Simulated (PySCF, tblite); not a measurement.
# C₃H₁₂B₂N₂: infrared bands, NMR shifts, spin-spin couplings and electronic excitations in gas and solvents, part 2 of 3

tblite 0.8.0 and PySCF 2.14.0. Atoms count from 0. Earlier steps stand in the parts before.

## (6) Indirect couplings: B3LYP/pcJ-1

The job: settings as JSON, then the geometry in Å.

```
{"job": {"kind": "j", "xc": "B3LYP", "basis": "pcJ-1"}, "charge": 0, "multiplicity": 1}
C      2.458021    -0.659133     0.448076
C      1.884753     0.347899    -0.221030
B      0.343311     0.501591    -0.571332
N     -0.352789     1.773240     0.113653
B     -1.453122     0.757370     0.664829
N     -0.618421    -0.514752     0.184833
C     -1.282282    -1.565318    -0.575564
H      3.534902    -0.709762     0.642062
H      1.878353    -1.511465     0.828592
H      2.558095     1.142487    -0.578105
H      0.092453     0.501356    -1.767860
H     -0.695817     2.484233    -0.524848
H      0.204678     2.226649     0.833895
H     -2.488858     0.854173     0.030604
H     -1.586657     0.809698     1.875858
H     -0.130613    -0.930996     0.977259
H     -1.806820    -1.113486    -1.426738
H     -0.550953    -2.291441    -0.962381
H     -2.020677    -2.094198     0.046319
```

Level: B3LYP/pcJ-1 indirect spin-spin coupling, non-relativistic, gas phase.

The log of the run:

```text
coarse grid: 15000 points
cycle   1  E = -280.7271050908  dE =  5.084e-01  |g| = 5.142e-01  |ddm| = 3.269e+00
cycle   2  E = -280.7107117074  dE =  1.639e-02  |g| = 5.872e-01  |ddm| = 1.066e+00
cycle   3  E = -280.7996805619  dE = -8.897e-02  |g| = 9.689e-02  |ddm| = 6.173e-01
cycle   4  E = -280.8011561252  dE = -1.476e-03  |g| = 5.919e-02  |ddm| = 1.132e-01
cycle   5  E = -280.8019846879  dE = -8.286e-04  |g| = 1.118e-02  |ddm| = 4.455e-02
cycle   6  E = -280.8020124240  dE = -2.774e-05  |g| = 4.522e-03  |ddm| = 1.151e-02
cycle   7  E = -280.8020165850  dE = -4.161e-06  |g| = 7.167e-04  |ddm| = 3.059e-03
final grid: 142488 points
cycle   8  E = -280.8468891402  dE = -1.356e-04  |g| = 7.588e-03  |ddm| = 2.926e-02
cycle   9  E = -280.8468817508  dE =  7.389e-06  |g| = 9.501e-03  |ddm| = 1.228e-02
cycle  10  E = -280.8469016682  dE = -1.992e-05  |g| = 8.950e-04  |ddm| = 7.077e-03
cycle  11  E = -280.8469017395  dE = -7.128e-08  |g| = 6.446e-04  |ddm| = 1.053e-03
cycle  12  E = -280.8469018328  dE = -9.325e-08  |g| = 1.056e-04  |ddm| = 4.880e-04
cycle  13  E = -280.8469018350  dE = -2.265e-09  |g| = 4.473e-05  |ddm| = 1.034e-04
cycle  14  E = -280.8469018355  dE = -4.926e-10  |g| = 5.298e-06  |ddm| = 3.403e-05
converged SCF energy = -280.8469018355

Indirect spin-spin couplings (Hz)
  i      j    bonds     total        FC       PSO       DSO        SD
  0 C    1 C    1     67.321    77.378   -10.189     0.132         -
  0 C    2 B    2      0.231     0.340    -0.034    -0.020    -0.056
  0 C    3 N    3     -1.467    -1.474    -0.038     0.016     0.029
  0 C    5 N    3     -1.308    -1.389     0.075    -0.012     0.018
  0 C    7 H    1    168.187   167.162     0.488     0.537         -
  0 C    8 H    1    156.434   155.193     0.617     0.624         -
  0 C    9 H    2     -4.095    -2.131    -1.503    -0.461         -
  0 C   10 H    3      4.236     4.281     0.203    -0.248         -
  0 C   11 H    4     -0.192    -0.186     0.356    -0.362         -
  0 C   13 H    5      0.186     0.224     0.208    -0.246         -
  0 C   15 H    4     -0.432    -0.355    -0.482     0.406         -
  1 C    2 B    1     65.196    65.480    -1.185     0.298     0.603
  1 C    3 N    2     -0.032    -0.194     0.121    -0.016     0.057
  1 C    4 B    3      0.533     0.532     0.040    -0.043     0.005
  1 C    5 N    2     -0.328    -0.424     0.100    -0.019     0.014
  1 C    6 C    3      1.067     1.063     0.033    -0.029         -
  1 C    7 H    2     -3.082    -1.246    -1.287    -0.549         -
  1 C    8 H    2      2.881     4.904    -1.560    -0.463         -
  1 C    9 H    1    140.038   139.054     0.247     0.737         -
  1 C   10 H    2     -2.305    -2.260    -0.108     0.063         -
  1 C   11 H    3      1.635     1.690     0.204    -0.259         -
  1 C   12 H    3      4.162     4.082    -0.147     0.227         -
  1 C   13 H    4     -0.255    -0.234     0.231    -0.252         -
  1 C   14 H    4      1.340     1.357     0.101    -0.118         -
  1 C   15 H    3      3.746     3.933    -0.417     0.230         -
  1 C   18 H    4      0.401     0.451     0.212    -0.262         -
  2 B    3 N    1     -7.648    -6.949    -0.114    -0.114    -0.470
  2 B    4 B    2     -3.803    -3.799    -0.109     0.104     0.000
  2 B    5 N    1     -9.076    -8.614     0.124    -0.133    -0.453
  2 B    6 C    2     -0.086     0.038    -0.112    -0.003    -0.010
  2 B    7 H    3     10.021    10.029     0.426    -0.467     0.033
  2 B    8 H    3      6.198     6.260    -0.120     0.078    -0.020
  2 B    9 H    2      3.347     3.383     0.019    -0.108     0.053
  2 B   10 H    1    117.367   117.138    -1.163     1.281     0.111
  2 B   11 H    2     -2.368    -2.416     0.327    -0.346     0.067
  2 B   12 H    2     -2.586    -2.675     0.342    -0.316     0.063
  2 B   13 H    3      0.079     0.175     0.064    -0.128    -0.032
  2 B   14 H    3      0.787     0.852     0.276    -0.317    -0.024
  2 B   15 H    2     -3.012    -3.140     0.171    -0.124     0.080
  2 B   16 H    3      2.046     2.096    -0.168     0.138    -0.019
  2 B   17 H    3      1.628     1.664    -0.075     0.041    -0.002
  2 B   18 H    3      8.566     8.559     0.499    -0.522     0.030
  3 N    4 B    1     -7.540    -6.844    -0.133    -0.098    -0.465
  3 N    5 N    2      3.956     3.851     0.061     0.010     0.033
  3 N    6 C    3     -2.493    -2.524     0.006     0.025     0.000
  3 N    7 H    4      0.686     0.705    -0.091     0.093    -0.021
  3 N    8 H    4      0.777     0.752    -0.054     0.057     0.023
  3 N    9 H    3     -0.579    -0.592     0.011    -0.001     0.004
  3 N   10 H    2     -0.664    -0.612    -0.020    -0.022    -0.010
  3 N   11 H    1    -77.007   -74.054    -2.488    -0.299    -0.167
  3 N   12 H    1    -74.509   -71.533    -2.512    -0.311    -0.153
  3 N   13 H    2     -0.860    -0.802    -0.044    -0.001    -0.012
  3 N   14 H    2     -1.135    -1.087    -0.039     0.011    -0.021
  3 N   15 H    3     -0.224    -0.214    -0.106     0.085     0.011
  3 N   16 H    4     -0.250    -0.260    -0.030     0.028     0.012
  3 N   17 H    4     -0.173    -0.188    -0.105     0.121    -0.000
  3 N   18 H    4     -0.195    -0.207    -0.108     0.120    -0.000
  4 B    5 N    1     -8.401    -7.762    -0.046    -0.116    -0.476
  4 B    6 C    2     -0.126    -0.000    -0.091    -0.024    -0.010
  4 B    9 H    4     -0.188    -0.170     0.357    -0.367    -0.008
  4 B   10 H    3      0.200     0.292     0.098    -0.157    -0.033
  4 B   11 H    2     -2.529    -2.583     0.421    -0.451     0.084
  4 B   12 H    2     -2.934    -2.961     0.372    -0.418     0.073
  4 B   13 H    1    120.669   120.482    -0.971     1.011     0.148
  4 B   14 H    1    122.292   122.091    -0.930     0.971     0.160
  4 B   15 H    2     -3.530    -3.512     0.149    -0.225     0.059
  4 B   16 H    3      2.085     2.146    -0.100     0.061    -0.021
  4 B   17 H    3      8.759     8.756     0.537    -0.565     0.031
  4 B   18 H    3      1.696     1.727     0.004    -0.037     0.003
  5 N    6 C    1     -8.780    -7.650    -0.217    -0.089    -0.824
  5 N    8 H    4     -0.193    -0.222     0.144    -0.139     0.024
  5 N    9 H    3     -2.439    -2.462    -0.091     0.122    -0.008
  5 N   10 H    2     -1.073    -0.993     0.003    -0.051    -0.031
  5 N   11 H    3     -3.871    -3.918    -0.132     0.166     0.013
  5 N   12 H    3     -0.548    -0.543    -0.130     0.106     0.019
  5 N   13 H    2     -0.284    -0.184    -0.032    -0.035    -0.033
  5 N   14 H    2     -1.371    -1.335    -0.001    -0.022    -0.013
  5 N   15 H    1    -71.640   -68.681    -2.403    -0.451    -0.105
  5 N   16 H    2     -0.435    -0.213    -0.232     0.030    -0.019
  5 N   17 H    2      0.236     0.342    -0.177     0.053     0.017
  5 N   18 H    2      0.168     0.279    -0.186     0.059     0.015
  6 C   10 H    3      7.220     7.205    -0.108     0.123         -
  6 C   11 H    4     -0.172    -0.136     0.249    -0.285         -
  6 C   12 H    4      0.434     0.463     0.401    -0.430         -
  6 C   13 H    3      8.118     8.103    -0.077     0.092         -
  6 C   14 H    3      2.109     2.138     0.208    -0.237         -
  6 C   15 H    2     -1.961    -2.043     0.393    -0.312         -
  6 C   16 H    1    147.154   145.990     0.457     0.708         -
  6 C   17 H    1    141.071   139.752     0.631     0.688         -
  6 C   18 H    1    140.799   139.475     0.651     0.674         -
  7 H    8 H    2      2.755     2.500     3.367    -3.112         -
  7 H    9 H    3     14.390    14.901     0.025    -0.537         -
  7 H   10 H    4     -2.681    -2.590     1.147    -1.238         -
  7 H   12 H    5      0.335     0.393     0.436    -0.494         -
  8 H    9 H    3     20.829    21.394     2.507    -3.072         -
  8 H   10 H    4     -2.505    -2.403     0.658    -0.760         -
  9 H   10 H    3      2.822     2.813     0.337    -0.328         -
  9 H   11 H    4     -0.203    -0.135     0.460    -0.528         -
  9 H   12 H    4     -0.161    -0.174    -0.533     0.546         -
  9 H   15 H    4     -0.173    -0.068     1.201    -1.307         -
  9 H   18 H    5      0.288     0.358     1.207    -1.277         -
 10 H   11 H    3      7.253     7.281    -0.436     0.409         -
 10 H   12 H    3      7.839     7.914     2.187    -2.263         -
 10 H   13 H    4      0.996     1.064    -0.087     0.020         -
 10 H   14 H    4     -0.597    -0.507     1.467    -1.557         -
 10 H   15 H    3      6.524     6.598     2.164    -2.238         -
 10 H   16 H    4     -0.162    -0.237    -1.467     1.542         -
 10 H   17 H    4     -0.208    -0.163    -0.351     0.306         -
 10 H   18 H    4      0.492     0.551     1.340    -1.399         -
 11 H   12 H    2    -10.203   -10.642     4.777    -4.338         -
 11 H   13 H    3      7.548     7.606    -0.304     0.245         -
 11 H   14 H    3      3.579     3.709     1.823    -1.953         -
 11 H   15 H    4     -0.959    -0.847     2.471    -2.582         -
 12 H   13 H    3      7.350     7.461     2.174    -2.285         -
 12 H   14 H    3      7.648     7.711    -0.288     0.225         -
 12 H   15 H    4     -0.401    -0.297     0.397    -0.502         -
 12 H   16 H    5      0.154     0.230     1.468    -1.544         -
 13 H   14 H    2     -6.317    -6.309     1.080    -1.088         -
 13 H   15 H    3      6.133     6.231     2.127    -2.225         -
 13 H   16 H    4     -0.225    -0.281    -1.325     1.381         -
 13 H   17 H    4      0.473     0.538     1.372    -1.437         -
 13 H   18 H    4     -0.217    -0.163    -0.258     0.204         -
 14 H   15 H    3      6.626     6.646    -0.698     0.678         -
 14 H   16 H    4     -0.265    -0.177     1.024    -1.113         -
 14 H   17 H    4      0.271     0.337     1.367    -1.433         -
 15 H   16 H    3     15.697    15.723     3.419    -3.446         -
 15 H   17 H    3      2.999     3.130     0.308    -0.439         -
 15 H   18 H    3      3.025     3.160     0.351    -0.486         -
 16 H   17 H    2    -13.659   -13.666     2.414    -2.407         -
 16 H   18 H    2    -13.736   -13.741     2.447    -2.443         -
 17 H   18 H    2    -10.744   -10.775     2.583    -2.552         -
```

It took 1.9 min on 1 thread of Arm Neoverse V2, shared host; peak memory 1.5 GiB.

Couplings of 1 Hz or more, nine at most for each number of bonds, with means over like pairs (isotopes 11B, 13C, 1H, 15N):

| pair | bonds | J (Hz) | Fermi contact (Hz) | dihedral (°) |
| --- | --- | --- | --- | --- |
| C0–H7 | 1 | 168.2 | 167.2 | – |
| C0–H8 | 1 | 156.4 | 155.2 | – |
| C6–H16 | 1 | 143.0 | 141.7 | – |
| C1–H9 | 1 | 140.0 | 139.1 | – |
| B4–H14 | 1 | 122.3 | 122.1 | – |
| B4–H13 | 1 | 120.7 | 120.5 | – |
| B2–H10 | 1 | 117.4 | 117.1 | – |
| N3–H11 | 1 | -77.0 | -74.1 | – |
| N3–H12 | 1 | -74.5 | -71.5 | – |
| H16–H17 | 2 | -12.7 | -12.7 | – |
| H11–H12 | 2 | -10.2 | -10.6 | – |
| H13–H14 | 2 | -6.3 | -6.3 | – |
| C0–H9 | 2 | -4.1 | -2.1 | – |
| N3–N5 | 2 | 4.0 | 3.9 | – |
| B2–B4 | 2 | -3.8 | -3.8 | – |
| B4–H15 | 2 | -3.5 | -3.5 | – |
| B2–H9 | 2 | 3.3 | 3.4 | – |
| C1–H7 | 2 | -3.1 | -1.2 | – |
| H8–H9 | 3 | 20.8 | 21.4 | -179 |
| H7–H9 | 3 | 14.4 | 14.9 | 0 |
| B2–H7 | 3 | 10.0 | 10.0 | 179 |
| C6–H13 | 3 | 8.1 | 8.1 | -18 |
| H10–H12 | 3 | 7.8 | 7.9 | -141 |
| H12–H14 | 3 | 7.6 | 7.7 | 9 |
| H11–H13 | 3 | 7.5 | 7.6 | 13 |
| H12–H13 | 3 | 7.3 | 7.5 | 140 |
| H10–H11 | 3 | 7.3 | 7.3 | -14 |
| H7–H10 | 4 | -2.7 | -2.6 | – |
| H8–H10 | 4 | -2.5 | -2.4 | – |
| C1–H14 | 4 | 1.3 | 1.4 | – |

The spin-dipole term was solved for some atoms only; pairs without it lack that part.

Quadrupole couplings from the field gradients of the same density:

| atom | isotope | eQq/h (MHz) | η |
| --- | --- | --- | --- |
| N5 | 14N | -2.831 | 0.68 |
| N3 | 14N | -2.623 | 0.52 |
| B4 | 11B | -1.888 | 0.66 |
| B2 | 11B | -1.835 | 0.68 |

Joined with the shifts from before (PBE0/pcSseg-1, scaled to CDCl3 for protons on carbon, raw for the others), the couplings predict the line list below for 400 MHz. H–H couplings in it are scaled by factors fitted to measured ones, so they differ from the table. Couplings to quadrupolar nuclei are left out.

1H NMR δ 6.42 (m, 1H), 5.57 (dd, J = 13.2, 2.5 Hz, 1H), 5.17 (dd, J = 19.1, 2.5 Hz, 1H), 3.39 (br, 1H), 3.18 (br, 1H), 3.10 (br, 1H), 2.48 (s, 3H), 1.66 (br s, 1H), 1.55 (br s, 1H), 1.02 (br s, 1H).

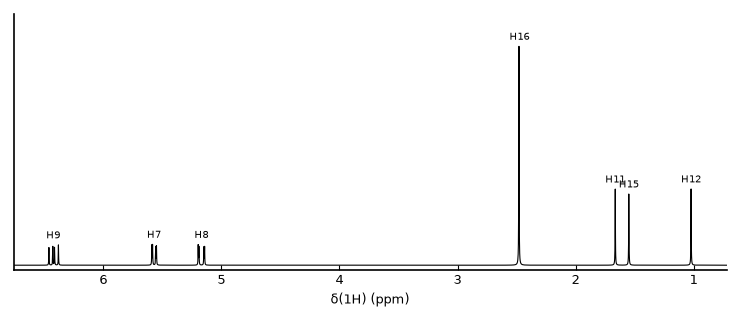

Simulated proton spectrum at 400 MHz, by exact diagonalisation of each spin system; lines 1.2 Hz wide, exchangeable protons uncoupled, protons on B, Al or Ga left out.

## (7) TDDFT and polarisability: CAM-B3LYP/def2-SVPD

Settings changed since step 6:

```diff
@@ -1,2 +1,2 @@
-{"job": {"kind": "j", "xc": "B3LYP", "basis": "pcJ-1"}, "charge": 0, "multiplicity": 1}
+{"job": {"kind": "uv", "xc": "CAM-B3LYP", "basis": "def2-SVPD", "ip": true, "dynamic": true}, "charge": 0, "multiplicity": 1}
 C      2.458021    -0.659133     0.448076
```

Method: TDDFT CAM-B3LYP/def2-SVPD, vertical, gas phase, core orbitals frozen in the response.

The log of the run:

```text
coarse grid: 15000 points
cycle   1  E = -280.3759897279  dE =  7.709e-01  |g| = 3.768e-01  |ddm| = 1.021e+01
cycle   2  E = -280.4016186882  dE = -2.563e-02  |g| = 2.826e-01  |ddm| = 1.647e+00
cycle   3  E = -280.4211485720  dE = -1.953e-02  |g| = 6.180e-02  |ddm| = 6.867e-01
cycle   4  E = -280.4219524872  dE = -8.039e-04  |g| = 2.953e-02  |ddm| = 1.645e-01
cycle   5  E = -280.4221635683  dE = -2.111e-04  |g| = 3.957e-03  |ddm| = 6.297e-02
cycle   6  E = -280.4221677285  dE = -4.160e-06  |g| = 1.938e-03  |ddm| = 1.294e-02
final grid: 142488 points
cycle   7  E = -280.4664180480  dE = -5.327e-05  |g| = 5.969e-03  |ddm| = 2.233e-01
cycle   8  E = -280.4664174746  dE =  5.733e-07  |g| = 6.375e-03  |ddm| = 3.161e-02
cycle   9  E = -280.4664261536  dE = -8.679e-06  |g| = 4.543e-04  |ddm| = 9.341e-03
cycle  10  E = -280.4664261944  dE = -4.076e-08  |g| = 2.195e-04  |ddm| = 1.532e-03
cycle  11  E = -280.4664262066  dE = -1.228e-08  |g| = 4.168e-05  |ddm| = 7.156e-04
cycle  12  E = -280.4664262070  dE = -3.984e-10  |g| = 1.786e-05  |ddm| = 1.163e-04
converged SCF energy = -280.4664262070

Static polarisability (au): isotropic 82.957, principal 73.851 81.974 93.045

Singlet excitations
state   eV       nm        f      main configurations
  1   6.7827    182.8   0.15159   H->L 0.85
  2   6.8711    180.4   0.00422   H-1->L 0.29, H-1->L+2 0.18, H->L+1 0.13
  3   6.9668    178.0   0.09981   H->L+1 0.68
  4   7.4077    167.4   0.11204   H->L+2 0.76, H->L+3 0.09
  5   7.5303    164.6   0.03125   H-1->L 0.28, H->L+3 0.21, H-1->L+1 0.13
  6   7.7489    160.0   0.00997   H-1->L+1 0.43, H-2->L 0.36
  7   7.7937    159.1   0.04183   H->L+3 0.20, H-1->L+1 0.20, H-2->L 0.18
  8   7.9372    156.2   0.02874   H->L+4 0.24, H->L+3 0.20, H-3->L 0.12
  9   7.9690    155.6   0.01585   H->L+4 0.30, H-1->L 0.13, H-1->L+2 0.12
 10   8.1948    151.3   0.01695   H-2->L+1 0.62, H-1->L+2 0.14

Triplet excitations (Tamm-Dancoff, eV): 4.3041 6.3717 6.7175 6.9942
Vertical ionisation energy (delta-SCF) = 9.3315 eV
```

Wall time 3.1 min (1 thread of Arm Neoverse V2, shared host); peak memory 1.3 GiB.

Frontier orbitals and where they lie:

| orbital | eV | atoms |
| --- | --- | --- |
| HOMO−3 | -10.25 | B2 19 %, H10 13 %, C1 13 % |
| HOMO−2 | -9.77 | B4 27 %, H13 18 %, H14 12 % |
| HOMO−1 | -9.39 | C1 17 %, N5 16 %, B4 14 % |
| HOMO | -8.54 | C0 34 %, C1 30 %, B2 9 % |
| LUMO | 0.86 | B2 20 %, B4 16 %, H11 13 % |
| LUMO+1 | 1.24 | C0 13 %, H15 13 %, B4 12 % |
| LUMO+2 | 1.62 | C1 23 %, C0 20 %, H8 7 % |

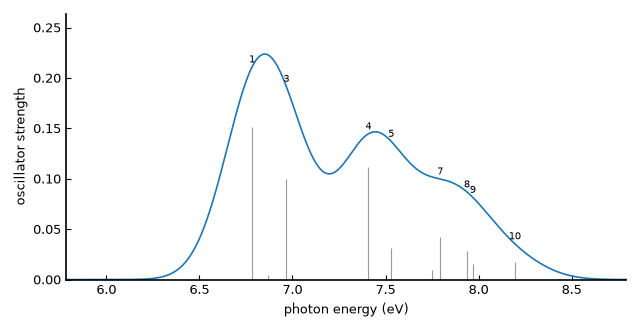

Absorption spectrum from the 10 singlet states computed; above the last one it falls off for lack of states. Lines are broadened to a width of 0.40 eV (Gaussian).

Ground-state properties from the same run:

| property | computed |
| --- | --- |
| dipole moment (D) | 0.52 |
| polarisability (Å³) | 12.29 |
| HOMO–LUMO gap (eV) | 9.40 |
| −ε(HOMO) (eV) | 8.54 |
| C6 with itself (au) | 2850 |

## (8) Nuclear shieldings: mPW1PW91/pcSseg-1

Settings changed since step 7:

```diff
@@ -1,2 +1,2 @@
-{"job": {"kind": "uv", "xc": "CAM-B3LYP", "basis": "def2-SVPD", "ip": true, "dynamic": true}, "charge": 0, "multiplicity": 1}
+{"job": {"kind": "nmr", "xc": "mPW1PW91", "basis": "pcSseg-1", "pop": false}, "charge": 0, "multiplicity": 1}
 C      2.458021    -0.659133     0.448076
```

Method: GIAO mPW1PW91/pcSseg-1 NMR shielding, non-relativistic, gas phase.

The log of the run:

```text
coarse grid: 15000 points
cycle   1  E = -280.6216347078  dE =  6.056e-01  |g| = 4.408e-01  |ddm| = 3.616e+00
cycle   2  E = -280.6250492208  dE = -3.415e-03  |g| = 4.541e-01  |ddm| = 9.180e-01
cycle   3  E = -280.6792452497  dE = -5.420e-02  |g| = 7.974e-02  |ddm| = 4.941e-01
cycle   4  E = -280.6804900948  dE = -1.245e-03  |g| = 3.951e-02  |ddm| = 9.059e-02
cycle   5  E = -280.6808709928  dE = -3.809e-04  |g| = 7.419e-03  |ddm| = 3.233e-02
cycle   6  E = -280.6808833522  dE = -1.236e-05  |g| = 3.216e-03  |ddm| = 8.546e-03
cycle   7  E = -280.6808854702  dE = -2.118e-06  |g| = 5.163e-04  |ddm| = 2.199e-03
final grid: 142488 points
cycle   8  E = -280.7133780825  dE = -5.977e-05  |g| = 6.489e-03  |ddm| = 3.354e-02
cycle   9  E = -280.7133750583  dE =  3.024e-06  |g| = 7.584e-03  |ddm| = 1.312e-02
cycle  10  E = -280.7133888690  dE = -1.381e-05  |g| = 8.537e-04  |ddm| = 6.812e-03
cycle  11  E = -280.7133890200  dE = -1.510e-07  |g| = 2.445e-04  |ddm| = 7.261e-04
cycle  12  E = -280.7133890320  dE = -1.199e-08  |g| = 1.049e-04  |ddm| = 2.435e-04
cycle  13  E = -280.7133890346  dE = -2.650e-09  |g| = 2.548e-05  |ddm| = 9.501e-05
cycle  14  E = -280.7133890348  dE = -1.523e-10  |g| = 4.301e-06  |ddm| = 2.112e-05
converged SCF energy = -280.7133890348

GIAO shielding tensors (ppm)
atom      isotropic    diamagn.    paramagn.     s11        s22        s33       span
  0 C       60.048     256.104    -196.057    -59.581     73.495    166.229    225.809
  1 C       26.790     259.124    -232.335   -107.438     19.260    168.547    275.985
  2 B      108.167     187.825     -79.658     98.263    103.180    123.058     24.796
  3 N      234.730     320.536     -85.806    213.891    231.248    259.052     45.161
  4 B      111.823     190.956     -79.133    100.461    106.521    128.487     28.026
  5 N      234.646     323.955     -89.309    217.937    222.366    263.634     45.697
  6 C      144.164     243.579     -99.415    121.418    130.413    180.661     59.242
  7 H       25.690      28.726      -3.037     23.133     24.628     29.307      6.174
  8 H       26.119      34.056      -7.937     22.939     24.975     30.443      7.504
  9 H       24.806      30.724      -5.918     21.777     25.445     27.197      5.420
 10 H       27.956      31.641      -3.684     26.049     27.731     30.089      4.039
 11 H       29.663      30.741      -1.078     22.868     26.085     40.037     17.169
 12 H       30.299      31.860      -1.561     24.764     26.782     39.349     14.586
 13 H       28.255      30.768      -2.513     24.684     28.975     31.106      6.422
 14 H       28.171      30.430      -2.260     24.524     27.980     32.009      7.485
 15 H       29.784      36.322      -6.537     23.392     27.305     38.655     15.263
 16 H       28.928      29.324      -0.396     25.071     27.496     34.216      9.145
 17 H       28.961      29.360      -0.399     24.034     27.233     35.616     11.582
 18 H       28.925      28.135       0.790     24.741     26.251     35.784     11.042
```

Run time: 21 s. Hardware: 1 thread of Arm Neoverse V2, shared host; peak memory 0.95 GiB.

In short: δ C1 156.8, C0 123.5, C6 39.4, B2 -7.4, H9 6.51, H7 5.63 ppm.

(Continued in part 3 of 3.)
